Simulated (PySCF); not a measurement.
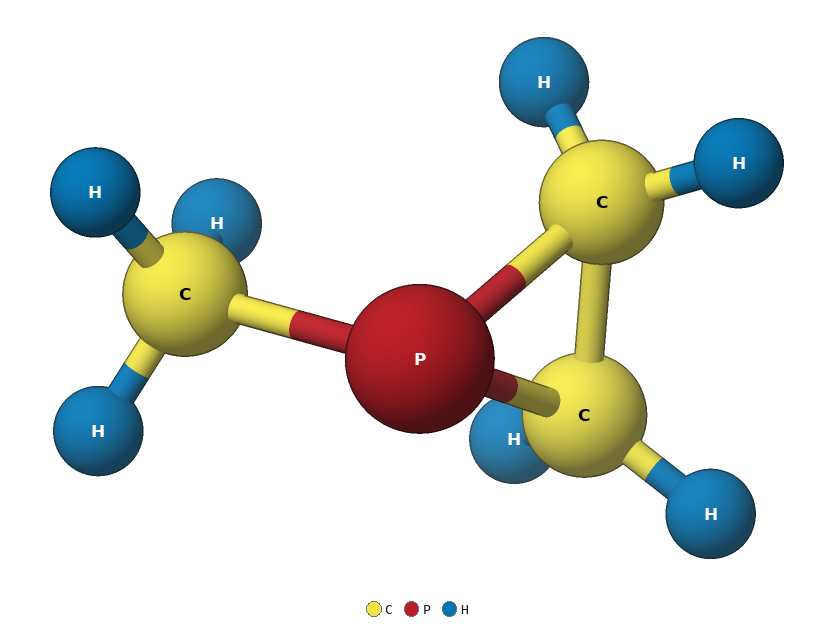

The computed structure is the end point of a GFN2-xTB optimisation. No frequency run is at hand to confirm it as a minimum. Level of theory: PBE0/pcSseg-1, gas phase (PySCF 2.14.0).

Computed properties:

The species is C3H7P (`CP1CC1`).
- dipole moment: 1.28 D
- HOMO energy (Kohn–Sham orbital): −7.08 eV
- LUMO energy (Kohn–Sham orbital): 0.89 eV
- HOMO–LUMO gap: 7.97 eV

The geometry is semi-empirical. Around P such bond lengths and angles can be off by a tenth of an ångström or more and by several degrees, and values that hang on the shape move with them.
